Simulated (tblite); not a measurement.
## Geometry relaxation, with input and output: C4H13AlGeO2

- system: C4H13AlGeO2
- method: GFN2-xTB geometry optimisation, gas phase (tblite 0.8.0)

It belongs to a series of runs on one base structure; here: H on C replaced by OGeH3.

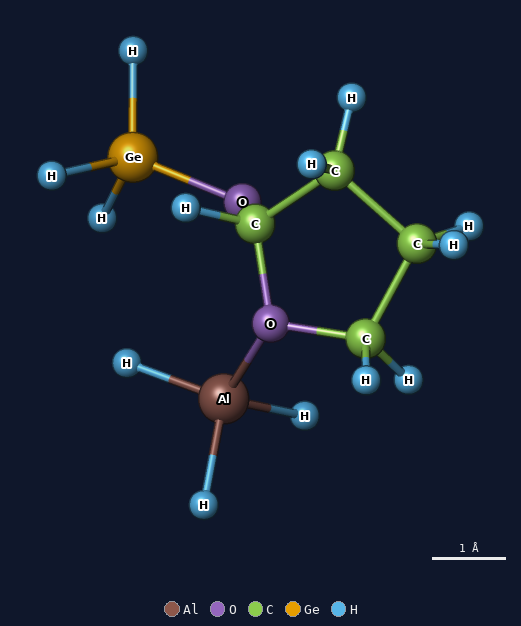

Fig. 1: The structure as given in the input (ball-and-stick view, seen at a tilt). Sticks mark near contacts. Bond lengths as drawn: Al–H 1.56 to 1.61 Å, Al–O 1.81 Å, C–C 1.49 to 1.51 Å, C–H 1.08 to 1.12 Å, C–O 1.35 to 1.39 Å, Ge–H 1.54 to 1.56 Å and Ge–O 1.73 Å.

**Input file**
```
{"job": {"kind": "relax", "xc": "GFN2-xTB", "basis": "xTB"}, "charge": 0, "multiplicity": 1}
Al    -0.105400    -1.469900    -1.571300
O     -0.510500     0.137800    -0.855100
C     -1.801500     0.317900    -0.454200
C     -1.850900     1.000400     0.875100
C     -0.427100     1.465200     1.074800
C      0.340900     0.563700     0.163000
O      0.948300    -0.500000     0.732800
Ge     2.663700    -0.729400     0.630000
H     -0.702400    -1.467900    -3.070900
H      1.415200    -1.817800    -1.659100
H     -0.885600    -2.637500    -0.809700
H     -2.310500     0.963800    -1.216600
H     -2.376100    -0.639700    -0.344500
H     -2.533100     1.859900     0.804700
H     -2.150500     0.314900     1.703700
H     -0.385800     2.496500     0.628200
H     -0.086600     1.561000     2.094100
H      1.122600     1.177800    -0.332200
H      3.451900    -0.582300     1.944700
H      3.232900     0.189000    -0.494800
H      2.941700    -2.186400     0.156900
```

The first line tells a small driver script what to run in tblite; the rest is the geometry in Å.

Hardware: 1 CPU thread, shared host.

Launched with:
```bash
OMP_NUM_THREADS=1 python <driver script> task.json out
```

**Log**
```
step      E/eV     max force
  0    -716.86502    3.453
  1    -717.35244    2.245
  2    -717.60239    1.178
  3    -717.73557    0.758
  4    -717.81549    0.703
  5    -717.87493    0.474
  6    -717.90755    0.447
  7    -717.93148    0.401
  8    -717.94768    0.318
  9    -717.96586    0.363
 10    -717.98727    0.352
 11    -718.00903    0.352
 12    -718.02934    0.353
 13    -718.04522    0.384
 14    -718.05939    0.289
 15    -718.07231    0.264
 16    -718.08156    0.198
 17    -718.08944    0.228
 18    -718.09759    0.243
 19    -718.10705    0.235
 20    -718.11804    0.214
 21    -718.12888    0.219
 22    -718.13812    0.209
 23    -718.14584    0.248
 24    -718.15258    0.221
 25    -718.15974    0.235
 26    -718.16803    0.234
 27    -718.17588    0.182
 28    -718.18145    0.139
 29    -718.18445    0.113
 30    -718.18613    0.104
 31    -718.18747    0.091
 32    -718.18874    0.087
 33    -718.19019    0.092
 34    -718.19205    0.123
 35    -718.19423    0.134
 36    -718.19623    0.104
 37    -718.19778    0.074
 38    -718.19918    0.081
 39    -718.20090    0.129
 40    -718.20319    0.151
 41    -718.20597    0.164
 42    -718.20888    0.157
 43    -718.21162    0.118
 44    -718.21414    0.139
 45    -718.21658    0.117
 46    -718.21934    0.132
 47    -718.22266    0.173
 48    -718.22695    0.258
 49    -718.23227    0.267
 50    -718.23722    0.180
 51    -718.24080    0.176
 52    -718.24387    0.232
 53    -718.24699    0.208
 54    -718.25049    0.099
 55    -718.25237    0.089
 56    -718.25435    0.127
 57    -718.25691    0.189
 58    -718.26000    0.180
 59    -718.26313    0.143
 60    -718.26611    0.149
 61    -718.26940    0.154
 62    -718.27379    0.227
 63    -718.27904    0.208
 64    -718.28391    0.191
 65    -718.28677    0.160
 66    -718.29102    0.176
 67    -718.29557    0.163
 68    -718.30199    0.152
 69    -718.30572    0.118
 70    -718.30833    0.124
 71    -718.31014    0.119
 72    -718.31199    0.082
 73    -718.31321    0.076
 74    -718.31435    0.091
 75    -718.31544    0.098
 76    -718.31662    0.080
 77    -718.31770    0.083
 78    -718.31862    0.074
 79    -718.31945    0.060
 80    -718.32024    0.077
 81    -718.32101    0.076
 82    -718.32178    0.062
 83    -718.32259    0.061
 84    -718.32346    0.074
 85    -718.32432    0.072
 86    -718.32513    0.058
 87    -718.32599    0.058
 88    -718.32700    0.062
 89    -718.32807    0.070
 90    -718.32902    0.070
 91    -718.32979    0.060
 92    -718.33046    0.050
 93    -718.33106    0.056
 94    -718.33159    0.053
 95    -718.33213    0.052
 96    -718.33279    0.076
 97    -718.33363    0.099
 98    -718.33454    0.084
 99    -718.33530    0.061
100    -718.33586    0.047
101    -718.33640    0.053
102    -718.33710    0.083
103    -718.33813    0.095
104    -718.33960    0.094
105    -718.34130    0.098
106    -718.34293    0.100
107    -718.34437    0.091
108    -718.34563    0.100
109    -718.34714    0.113
110    -718.34906    0.113
111    -718.35132    0.115
112    -718.35264    0.101
113    -718.35403    0.117
114    -718.35531    0.097
115    -718.35668    0.081
116    -718.35793    0.081
117    -718.35883    0.091
118    -718.35960    0.078
119    -718.36040    0.062
120    -718.36073    0.042
121    -718.36102    0.036
122    -718.36133    0.036
123    -718.36162    0.035
124    -718.36194    0.037
125    -718.36227    0.039
126    -718.36261    0.041
127    -718.36295    0.040
128    -718.36332    0.041
129    -718.36366    0.040
130    -718.36391    0.038
131    -718.36414    0.035
132    -718.36435    0.029
133    -718.36477    0.041
134    -718.36501    0.043
135    -718.36546    0.040
136    -718.36583    0.042
137    -718.36626    0.041
138    -718.36662    0.038
139    -718.36696    0.035
140    -718.36730    0.036
141    -718.36769    0.041
142    -718.36809    0.044
143    -718.36847    0.041
144    -718.36875    0.051
145    -718.36910    0.031
146    -718.36940    0.035
147    -718.36960    0.024
148    -718.36972    0.024
149    -718.36991    0.024
150    -718.37006    0.021
151    -718.37020    0.020
152    -718.37030    0.019
153    -718.37040    0.018
154    -718.37047    0.017
155    -718.37053    0.019
156    -718.37057    0.021
157    -718.37062    0.019
158    -718.37068    0.015
159    -718.37071    0.014
160    -718.37073    0.013
161    -718.37075    0.012
162    -718.37078    0.010
```

**Trajectory as extended XYZ (Å, eV, eV/Å), 5 of the 163 frames kept, from step=0 to step=162**
```
21
Properties=species:S:1:pos:R:3:forces:R:3 step=0 energy=-716.86502
Al   -0.1054   -1.4699   -1.5713   -0.0730  -2.7130  -1.6420
O    -0.5105    0.1378   -0.8551    0.8040  -0.0430   0.0900
C    -1.8015    0.3179   -0.4542   -3.3500  -0.2050  -0.8120
C    -1.8509    1.0004    0.8751   -0.6670   0.2210   1.5750
C    -0.4271    1.4652    1.0748   -0.6700   1.9570  -0.5130
C     0.3409    0.5637    0.1630    2.1740   1.0610  -0.6840
O     0.9483   -0.5000    0.7328   -0.2420  -0.6960   1.0190
Ge    2.6637   -0.7294    0.6300    1.9000  -1.3390  -0.8800
H    -0.7024   -1.4679   -3.0709   -0.0100   0.7820   0.5170
H     1.4152   -1.8178   -1.6591    0.2460   0.5610   0.0140
H    -0.8856   -2.6375   -0.8097   -0.0880   0.5520   0.4900
H    -2.3105    0.9638   -1.2166    0.1600  -0.5220   0.2360
H    -2.3761   -0.6397   -0.3445    0.4910   0.2950  -0.6060
H    -2.5331    1.8599    0.8047    0.0130  -0.3690   0.4820
H    -2.1505    0.3149    1.7037    0.0430   0.4840  -0.6140
H    -0.3858    2.4965    0.6282    0.2470  -0.6040   0.3970
H    -0.0866    1.5610    2.0941    0.1380  -0.4220   0.1730
H     1.1226    1.1778   -0.3322    0.0440   0.0900  -0.1830
H     3.4519   -0.5823    1.9447   -0.4950   0.3170  -0.0540
H     3.2329    0.1890   -0.4948   -0.3620  -0.0700   0.5750
H     2.9417   -2.1864    0.1569   -0.3030   0.6630   0.4180
21
Properties=species:S:1:pos:R:3:forces:R:3 step=40 energy=-718.20319
Al   -0.2390   -1.6655   -1.7225    0.0890   0.0040   0.0750
O    -0.4311   -0.1403   -0.6490    0.0690  -0.0600  -0.0560
C    -1.7821    0.2794   -0.4912    0.0060  -0.0160  -0.0190
C    -1.8366    0.9064    0.8903   -0.0160   0.0060  -0.0010
C    -0.4775    1.5995    0.9637    0.0010  -0.0160  -0.0110
C     0.4430    0.6637    0.1562    0.0700  -0.0220   0.0080
O     1.1840   -0.1164    0.9999    0.0290  -0.0220   0.0550
Ge    2.8013   -0.8162    0.7043   -0.1140  -0.0480  -0.0870
H    -1.1733   -1.1669   -2.8888   -0.0290   0.0220   0.0000
H     1.3317   -1.5681   -1.9655   -0.0380  -0.0160   0.0420
H    -0.8200   -2.7852   -0.7631    0.0430   0.0730  -0.0230
H    -2.0065    1.0136   -1.2722   -0.0840   0.0200   0.0030
H    -2.4222   -0.5957   -0.6168    0.0050  -0.0230  -0.0200
H    -2.6700    1.5965    0.9866   -0.0310   0.0240   0.0610
H    -1.9110    0.1336    1.6552    0.0140   0.0050  -0.0050
H    -0.5113    2.5908    0.5109   -0.0080  -0.0420  -0.0290
H    -0.1074    1.6860    1.9830    0.0130   0.0070  -0.0150
H     1.0947    1.2194   -0.5338    0.0080   0.0440  -0.0300
H     3.3993   -0.5804    2.0555    0.0190  -0.0200   0.0460
H     3.4370    0.0298   -0.3607    0.0110  -0.0090   0.0030
H     2.6881   -2.2671    0.3576   -0.0570   0.0920   0.0040
21
Properties=species:S:1:pos:R:3:forces:R:3 step=81 energy=-718.32101
Al   -0.0264   -1.5230   -1.7350   -0.0140  -0.0010  -0.0260
O    -0.3119    0.0170   -0.7192   -0.0180  -0.0250   0.0210
C    -1.7018    0.1577   -0.4055    0.0150  -0.0130  -0.0200
C    -1.7321    0.8164    0.9623   -0.0090   0.0030   0.0030
C    -0.5296    1.7533    0.8620   -0.0380   0.0230  -0.0180
C     0.4823    0.8959    0.0885   -0.0020   0.0190   0.0270
O     1.2548    0.2128    0.9868    0.0070  -0.0270  -0.0040
Ge    2.5148   -1.0069    0.6798   -0.0130  -0.0280   0.0400
H    -1.1647   -1.2215   -2.7811    0.0380   0.0100   0.0040
H     1.4777   -1.2671   -2.1545    0.0060   0.0040   0.0170
H    -0.3454   -2.6265   -0.6384   -0.0070  -0.0260  -0.0190
H    -2.1647    0.7941   -1.1680   -0.0140  -0.0020   0.0260
H    -2.1567   -0.8356   -0.4425    0.0070   0.0120   0.0190
H    -2.6704    1.3359    1.1437    0.0280   0.0140   0.0300
H    -1.5674    0.0762    1.7455    0.0140   0.0130  -0.0030
H    -0.7847    2.6492    0.2961    0.0210   0.0160   0.0110
H    -0.1154    2.0304    1.8302   -0.0430   0.0040  -0.0630
H     1.1095    1.4847   -0.5981   -0.0170  -0.0160  -0.0120
H     3.0216   -1.0360    2.0884   -0.0030  -0.0340   0.0100
H     3.5259   -0.4170   -0.2539    0.0340   0.0300  -0.0360
H     1.8756   -2.2733    0.2124    0.0070   0.0230  -0.0080
21
Properties=species:S:1:pos:R:3:forces:R:3 step=122 energy=-718.36133
Al    0.0408   -1.3470   -1.9650   -0.0040   0.0030   0.0040
O    -0.3931   -0.1158   -0.6386    0.0180  -0.0010  -0.0310
C    -1.7333   -0.0334   -0.1307    0.0250   0.0010  -0.0040
C    -1.6530    0.9070    1.0654   -0.0020   0.0170   0.0060
C    -0.5037    1.8237    0.6562   -0.0120   0.0170  -0.0040
C     0.4603    0.8107    0.0415    0.0020   0.0010   0.0030
O     1.1658    0.1926    1.0399    0.0260   0.0080   0.0080
Ge    2.4057   -1.0650    0.7968    0.0090   0.0010   0.0090
H    -1.0716   -0.9015   -2.9829    0.0020   0.0140   0.0010
H     1.5414   -0.8790   -2.2033   -0.0090  -0.0080   0.0140
H    -0.1864   -2.7069   -1.1842   -0.0120   0.0050   0.0040
H    -2.3669    0.3763   -0.9239   -0.0080  -0.0240   0.0080
H    -2.0766   -1.0389    0.1174    0.0040  -0.0060   0.0000
H    -2.5839    1.4385    1.2426   -0.0290   0.0000  -0.0110
H    -1.3699    0.3586    1.9632   -0.0220  -0.0120   0.0240
H    -0.8235    2.5452   -0.0949    0.0030   0.0230  -0.0060
H    -0.0420    2.3384    1.4946   -0.0080  -0.0030   0.0010
H     1.1265    1.2385   -0.7186    0.0020  -0.0150  -0.0060
H     2.6890   -1.2778    2.2511    0.0070  -0.0170  -0.0170
H     3.5645   -0.4205    0.0930    0.0030  -0.0070  -0.0040
H     1.8009   -2.2266    0.0802    0.0040   0.0010   0.0010
21
Properties=species:S:1:pos:R:3:forces:R:3 step=162 energy=-718.37078
Al    0.0352   -1.2351   -2.0505   -0.0070  -0.0010  -0.0010
O    -0.3672   -0.1481   -0.6019    0.0020  -0.0040   0.0010
C    -1.6640   -0.1677    0.0087   -0.0020   0.0070   0.0010
C    -1.6636    0.9571    1.0456    0.0070   0.0040   0.0050
C    -0.5029    1.8409    0.5914    0.0040   0.0000   0.0000
C     0.4748    0.8013    0.0467    0.0000   0.0010  -0.0030
O     1.1764    0.2205    1.0732   -0.0020   0.0020  -0.0080
Ge    2.3624   -1.0926    0.8229    0.0010   0.0020   0.0060
H    -1.0471   -0.6463   -3.0317    0.0070   0.0010   0.0000
H     1.5535   -0.8099   -2.2356    0.0040   0.0070   0.0000
H    -0.2471   -2.6482   -1.3924   -0.0030   0.0010   0.0000
H    -2.3973   -0.0053   -0.7861   -0.0010  -0.0040  -0.0060
H    -1.8367   -1.1508    0.4515   -0.0010  -0.0040   0.0010
H    -2.6115    1.4895    1.0729    0.0010   0.0000  -0.0010
H    -1.4503    0.5599    2.0377   -0.0020  -0.0070   0.0010
H    -0.8060    2.5161   -0.2087   -0.0010  -0.0030   0.0040
H    -0.0572    2.4072    1.4048   -0.0030   0.0050  -0.0010
H     1.1455    1.1937   -0.7286    0.0000  -0.0020   0.0030
H     2.6061   -1.3836    2.2695    0.0010   0.0010   0.0000
H     3.5675   -0.4872    0.1648   -0.0020   0.0010  -0.0070
H     1.7207   -2.1946    0.0453   -0.0030  -0.0060   0.0070
```

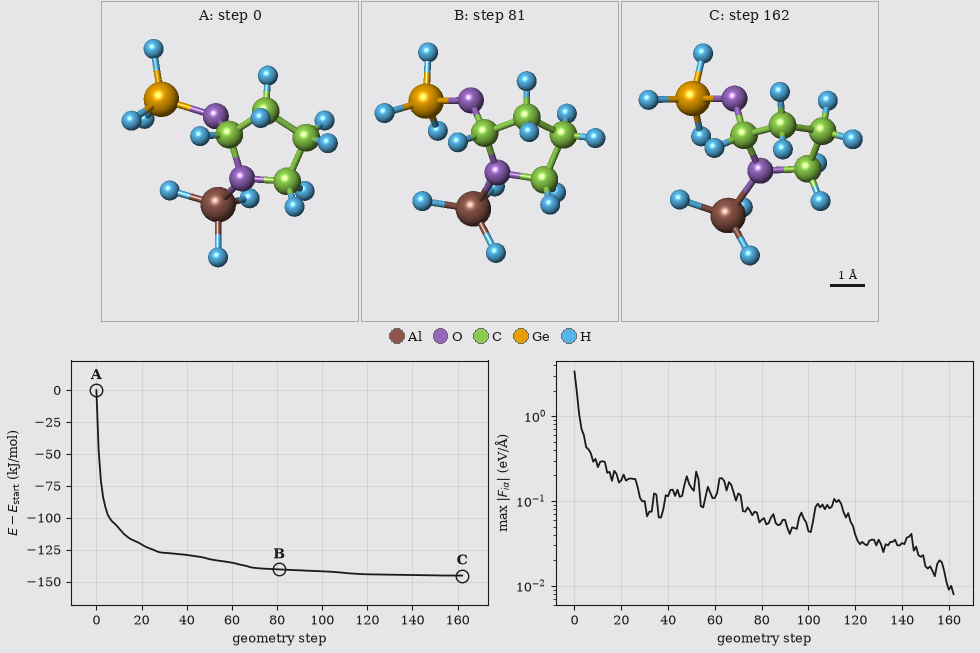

Fig. 2: Frames of the relaxation (ball-and-stick view, seen at a tilt) above the curves, on which the letters mark them (steps are counted from 0).

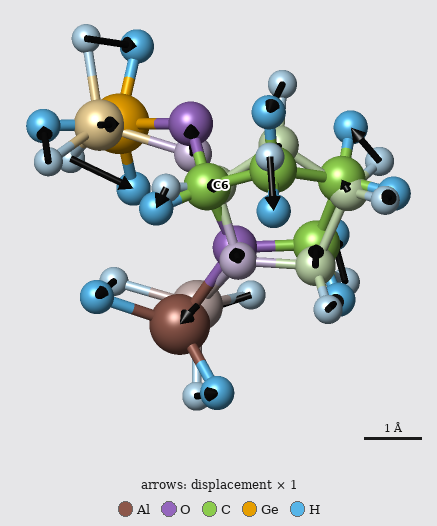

Fig. 3: Start (faint) and end (solid) with the displacements as black arrows, at true length (ball-and-stick view, seen at a tilt). The two geometries are laid on each other by the best rigid fit. The largest move after the best rigid fit is that of H21, 1.22 Å. Largest moves by element: H 1.22 Å, O 0.84 Å, C 0.68 Å, Al 0.53 Å, Ge 0.52 Å. Among the contacts that change: O2–C3 1.364 → 1.433 Å, Ge8–H21 1.557 → 1.494 Å, Ge8–H20 1.560 → 1.501 Å, O7–Ge8 1.734 → 1.787 Å. Among the angles that change: O7–Ge8–H19 116.3° → 96.6°, O2–Al1–H10 116.0° → 98.1°, Al1–O2–C6 115.1° → 128.1°. After 162 geometry steps the energy has fallen by 145.3 kJ/mol. Largest force component: 3.4 eV/Å at the start, 0.008 eV/Å at the end. (Atoms are counted from 1 in the order of the input.)

**Key numbers**

```tsv
quantity	value
outcome	converged
total energy	−718.3708 eV
wall time	1.6 s
peak memory	0.18 GiB
```
